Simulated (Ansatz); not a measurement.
# AlH₃O (triplet): the correlation ladder at distance Al1–H4 along a hydrogen transfer = 1.808 Å, cc-pVDZ

How much of the correlation energy of AlH₃O (triplet) does each wave-function method recover here?

Computed with Ansatz 0.2.0, Gaussian basis. Level: cc-pVDZ, core rule «outside noble gas», up to 6 orbitals frozen.

Plan: UHF; CCSD(T) on ROHF; CCSD(T) on UHF; BCCD(T) on ROHF; CISD; CCSDT(Q) on ROHF; CCSDT(Q) on UHF; CASSCF and MRCISD+Q, 4 electrons in 4 orbitals; CASSCF and NEVPT2, 4 electrons in 4 orbitals.

13 further runs of the same task are left out: 9 for a known fault of the program, 1 for a mislabelled method, 3 that didn't finish.

### 1 What is computed

The geometry derives from fragments relaxed apart (PBE0/def2-TZVP) and kept rigid, so it is no stationary point. A hydrogen atom is moved between rigid fragments.

5 atoms, charge 0, spin multiplicity 3.

Atoms are counted from 1 here; the program's logs count them from 0.

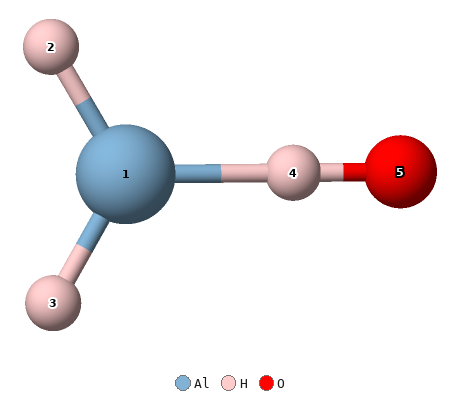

The geometry (aluminium light blue, hydrogen pink, oxygen red); atoms are numbered from 1 in the order of the file.

### 2 UHF

in.yaml reads:

```yaml
crystal:
  periodic: [false, false, false]
  atoms:
    - {symbol: Al, position_ang: [-1.036026, 0.000000, 0.000000]}
    - {symbol: H, position_ang: [-1.828950, 1.373384, 0.000000]}
    - {symbol: H, position_ang: [-1.828950, -1.373384, 0.000000]}
    - {symbol: H, position_ang: [0.771974, 0.000000, 0.000000]}
    - {symbol: O, position_ang: [1.928974, 0.000000, 0.000000]}
basis:
  gaussian: {orbitals: cc-pVDZ}
magnetization: {spin_polarized: true, initial_magnetization: 2}
hamiltonian: {xc: hf}
output: {orbitals: {seedname: orbitals}}
```

On the command line:

```sh
$ ansatz run in.yaml --threads 1 --pin off --events-out ev --progress --plain --max-ram 2393MiB
```

The runs that follow: CCSD(T) on ROHF; CCSD(T) on UHF; BCCD(T) on ROHF; CISD; CCSDT(Q) on ROHF; CCSDT(Q) on UHF; CASSCF and MRCISD+Q, 4 electrons in 4 orbitals; CASSCF and NEVPT2, 4 electrons in 4 orbitals.

**Question.** What will the summary of the whole plan be? Wanted: UCCSDT(Q) below the RHF energy; RMP2 from UCCSDT(Q); UMP2 from UCCSDT(Q); RCCSD from UCCSDT(Q); RCCSD(T) from UCCSDT(Q); UCCSD(T) from UCCSDT(Q); RCCSDT(Q) from UCCSDT(Q); NEVPT2 pair from UCCSDT(Q); MRCISD+Q pair from UCCSDT(Q).

As calculated:

| quantity | value |
| --- | --- |
| UCCSDT(Q) below the RHF energy | -7.2385 eV |
| RMP2 from UCCSDT(Q) | +1052.6 meV |
| UMP2 from UCCSDT(Q) | +1149.1 meV |
| RCCSD from UCCSDT(Q) | +152.0 meV |
| RCCSD(T) from UCCSDT(Q) | +35.1 meV |
| UCCSD(T) from UCCSDT(Q) | +34.7 meV |
| RCCSDT(Q) from UCCSDT(Q) | +1.2 meV |
| NEVPT2 pair from UCCSDT(Q) | +1046.1 meV |
| MRCISD+Q pair from UCCSDT(Q) | +57.7 meV |
| levels within 1 kcal/mol (43 meV) | RCCSD(T), UCCSD(T), BCCD(T), RCCSDT, UCCSDT, RCCSDT(Q) |
| T1 diagnostic | 0.022 |

In words: RCCSD(T) lands +35.1 meV from the yardstick (0.5 % of the correlation energy). Of the multireference levels listed MRCISD+Q pair comes nearest in total energy (+57.7 meV), which doesn't show that its space is the better one. These misses are within one basis, not against nature; the frozen cores of restricted and unrestricted runs differ, which can shift their rows.
